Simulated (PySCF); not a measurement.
**Excited-state calculation of CH₄F₃P₃Si**

CH₄F₃P₃Si, SMILES FC(F)(F)p1[pH]p1[SiH3], computed with TDDFT HF/def2-SVPD, vertical, gas phase, core orbitals frozen in the response (PySCF 2.14.0).

The geometry comes from this level: GFN2-xTB. It belongs to a series of runs on one base structure; here: HF/def2-SVPD; 1 states.

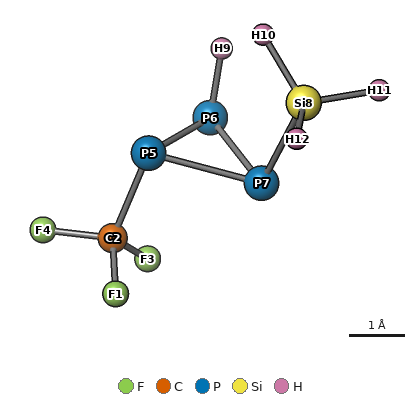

*The input geometry (ball-and-stick view, seen at a tilt; atoms are numbered from 1 in the order of the input).*

Bond lengths as drawn: C–F 1.34 Å, C–P 1.88 Å, H–P 1.40 Å, H–Si 1.46 to 1.47 Å, P–P 2.16 to 2.20 Å and P–Si 2.27 Å.

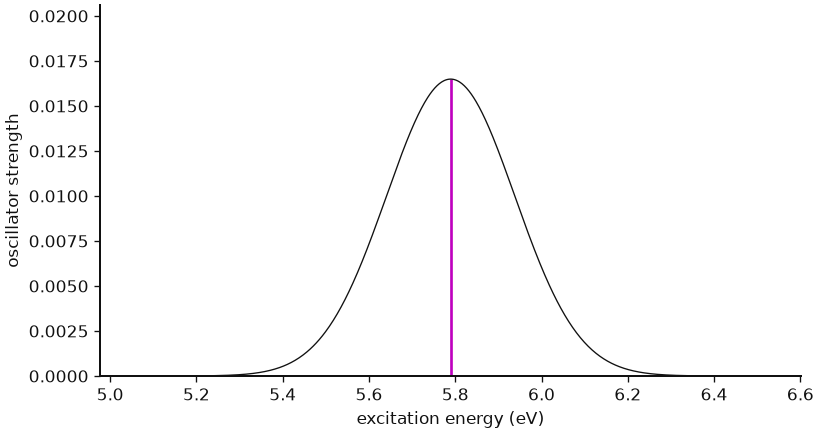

*Computed excitations as sticks (degenerate states added up, dark ones marked on the axis), with a Gaussian envelope of 0.35 eV full width at half maximum, scaled to the tallest.*

Of the 1 states the lowest lies at 5.79 eV (f = 0.016); the strongest line is at 5.79 eV, or 214 nm (f = 0.016).

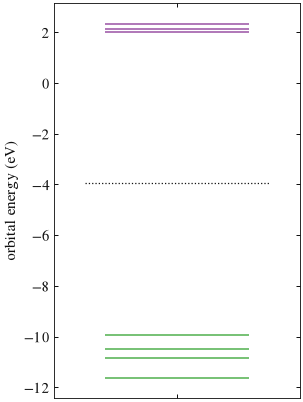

*Orbital energies near the frontier; the dotted line parts filled from empty levels, and levels within 0.02 eV of each other stand side by side.*

Highest filled −9.92 eV, lowest empty 2.02 eV, 11.94 eV apart.

The input and output of the run follow.

**Input file**
```
{"job": {"kind": "uv", "xc": "HF", "basis": "def2-SVPD", "nstates": 1, "ntriplets": 5, "tda": false}, "charge": 0, "multiplicity": 1}
F     -2.244513    -2.066372    -0.005115
C     -2.329276    -0.729664     0.001883
F     -2.570852    -0.351374    -1.260778
F     -3.421396    -0.415505     0.711623
P     -0.792930     0.033908     0.778170
P     -0.572279     1.611612    -0.685776
P      0.495400    -0.299028    -0.927910
Si     2.469685    -0.048551     0.168348
H      0.372574     2.296448     0.095646
H      2.387324     0.952905     1.239043
H      3.418993     0.378810    -0.859344
H      2.788467    -1.363874     0.718182
```

The first line tells a small driver script what to run in PySCF; the rest is the geometry in Å.

Command:
```bash
OMP_NUM_THREADS=1 python <driver script> task.json out
```

**What the program printed**
```
final grid: 115216 points
cycle   1  E = -1648.7945166007  dE =  1.318e+00  |g| = 9.252e-01  |ddm| = 4.144e+00
cycle   2  E = -1648.9443965056  dE = -1.499e-01  |g| = 5.706e-01  |ddm| = 1.605e+00
cycle   3  E = -1649.0035121028  dE = -5.912e-02  |g| = 7.846e-02  |ddm| = 6.406e-01
cycle   4  E = -1649.0064138526  dE = -2.902e-03  |g| = 2.484e-02  |ddm| = 2.579e-01
cycle   5  E = -1649.0067602971  dE = -3.464e-04  |g| = 5.400e-03  |ddm| = 8.306e-02
cycle   6  E = -1649.0067888301  dE = -2.853e-05  |g| = 2.088e-03  |ddm| = 2.796e-02
cycle   7  E = -1649.0067923387  dE = -3.509e-06  |g| = 7.387e-04  |ddm| = 8.701e-03
cycle   8  E = -1649.0067930177  dE = -6.790e-07  |g| = 2.406e-04  |ddm| = 4.879e-03
cycle   9  E = -1649.0067930877  dE = -7.000e-08  |g| = 8.747e-05  |ddm| = 1.461e-03
cycle  10  E = -1649.0067930939  dE = -6.240e-09  |g| = 3.163e-05  |ddm| = 3.589e-04
cycle  11  E = -1649.0067930948  dE = -9.072e-10  |g| = 9.035e-06  |ddm| = 1.371e-04
converged SCF energy = -1649.0067930948

Static polarisability (au): isotropic 110.266, principal 93.308 107.288 130.201

Singlet excitations
state   eV       nm        f      main configurations
  1   5.7893    214.2   0.01649   H->L+1 0.61, H->L 0.11, H->L+3 0.10

Triplet excitations (Tamm-Dancoff, eV): 4.6028 4.8625 4.9766 5.2455 5.5629
```

**Summary**

- outcome: converged
- total energy: −1649.006793 hartree
- HOMO: −9.92 eV
- LUMO: 2.02 eV
- dipole moment: 3.64 D
- mean polarisability: 110.27 a.u.
- lowest singlet excitation: 5.79 eV
- hardware: 1 CPU thread, shared host
- wall time: 22 s
- peak memory: 0.87 GiB

**Notes**

Settings chosen away from the usual ones: HF/def2-SVPD; 1 states.
